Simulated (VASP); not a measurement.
Band structure of Hg (relaxed from the simple-cubic structure, space group Pm-3m). All values below come from r2SCAN meta-GGA, VASP's PBE PAW potentials (set 64) (plane waves; VASP).

Unless said otherwise, spin-orbit coupling is left out, though it shifts the bands of the heavy elements here.

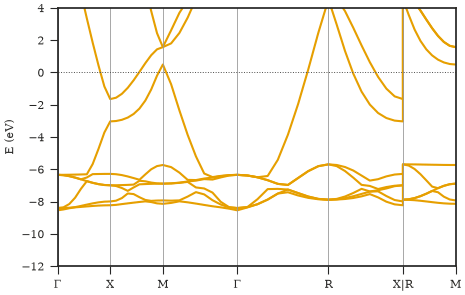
Figure: Bands along high-symmetry lines, zero at the valence-band maximum or, without a gap, the Fermi level

Problem. Read the plot: is there a gap, and where are the band edges?

Solution. It has no gap at this level: it comes out as a metal or semimetal.

The structure was generated: Hg was put into the simple-cubic type (Pm-3m), which need not be its known phase. It was relaxed first, which changed the volume by +5 %.
